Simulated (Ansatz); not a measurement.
# Effect of Al → Cu on Al

Start from Al in the fcc (Cu type) structure (space group Fm-3m, No. 225; a = 3.992 Å).

One thing is altered: every Al is replaced by Cu, then cell and atoms are relaxed.

Method: Ansatz (a first-principles code), r2SCAN, PAW, cutoff 500 eV, without spin-orbit coupling. Γ-centred 22×22×22 mesh, Fermi–Dirac width 0.05 eV, for the changed cell.

```csv
quantity,base,changed,shift
volume per atom,15.90 Å³,11.44 Å³,-4.46 Å³
density,2.82 g/cm³,9.22 g/cm³,+6.407 g/cm³
lattice parameter a,3.992 Å,3.577 Å,-0.415 Å
space group,Fm-3m (No. 225),Fm-3m (No. 225),–
shortest interatomic distance,2.823 Å,2.529 Å,-0.294 Å
band gap,zero,zero,–
```

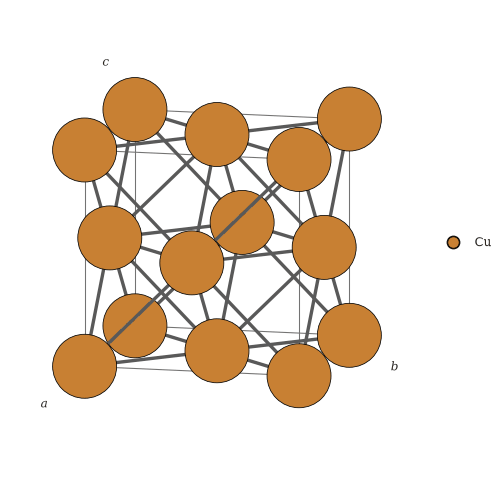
The relaxed conventional cell after the change

No phonon test of stability was made. All final runs are without spin polarisation.
